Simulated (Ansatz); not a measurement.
BH₄NO

Input

```
crystal:
  periodic: [false, false, false]
  atoms:
    - { symbol: B, position_ang: [0.0, 0.0, 0.0] }
    - { symbol: O, position_ang: [0.9238, 0.0, 1.3186] }
    - { symbol: H, position_ang: [0.0143, -0.2814, 1.6557] }
    - { symbol: H, position_ang: [1.3899, 0.0, 0.0173] }
    - { symbol: "N", position_ang: [-1.3423, 0.0, -0.775] }
    - { symbol: H, position_ang: [-2.0112, -0.8164, -0.6764] }
    - { symbol: H, position_ang: [-1.5914, 0.8164, -1.4036] }
basis:
  gaussian: { orbitals: def2-SVP }
hamiltonian:
  xc: pbe0
  dispersion: d4
relax:
  f_tol: 0.15
  max_steps: 25
  restrain:
    - { distance: [1, 3], at: 2.21, k: 30.0 }
    - { distance: [0, 1], at: 1.41, k: 30.0 }
    - { distance: [0, 3], at: 1.19, k: 30.0 }
output:
  orbitals: {}
```

Launched as:

```sh
ansatz run input.yaml --threads 1 --pin off --max-ram 2048MiB --backend cpu --events-out ev --progress --plain --runs-dir out
```

The fields are those of the run's last geometry, not of the input's.

Not at a stationary point (largest force 0.9 eV/Å).

The calculation used Ansatz 0.2.0, RKS PBE0-D4/def2-SVP.

Q: What can the converged electron density and electron localisation function tell about the bonding?

A: B–O (1.39 Å): the density is about 2 e/Å³ at the midpoint; the ELF peaks at about 0.90 between the atoms, as expected for a polar covalent bond.
B–N (1.41 Å): ρ is about 1.9 e/Å³ halfway; the ELF peaks at about 0.90 between the atoms (a polar covalent bond).
O–H (0.96 Å): ρ is about 3.7 e/Å³ halfway; the ELF climbs to about 1 towards the hydrogen, as it does in any bond to H: an ordinary covalent bond to hydrogen.
N–H (1.01 Å): ρ is about 2.8 e/Å³ halfway; the ELF climbs to about 1 towards the hydrogen: a covalent bond by its length.

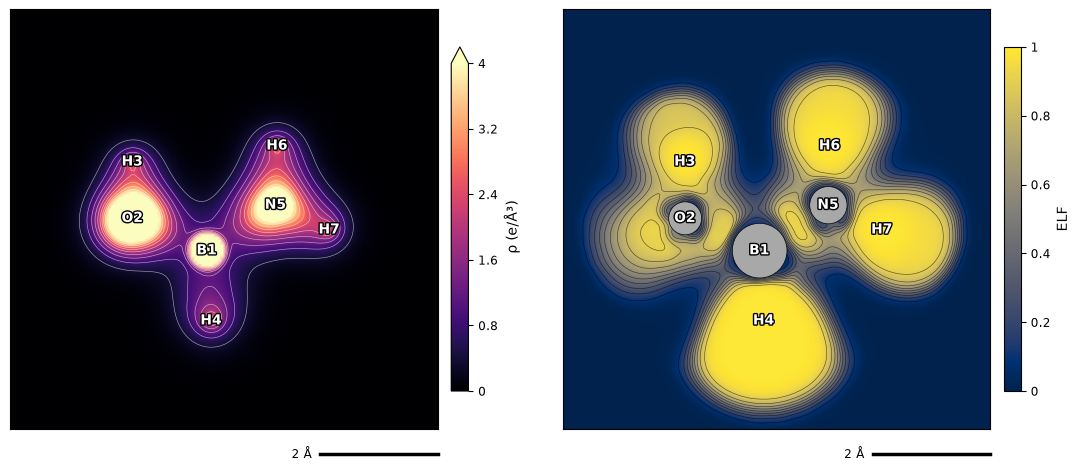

Computed electron density and electron localisation function on the molecular plane, in this order. Grey discs cover the atomic cores in the ELF map. 
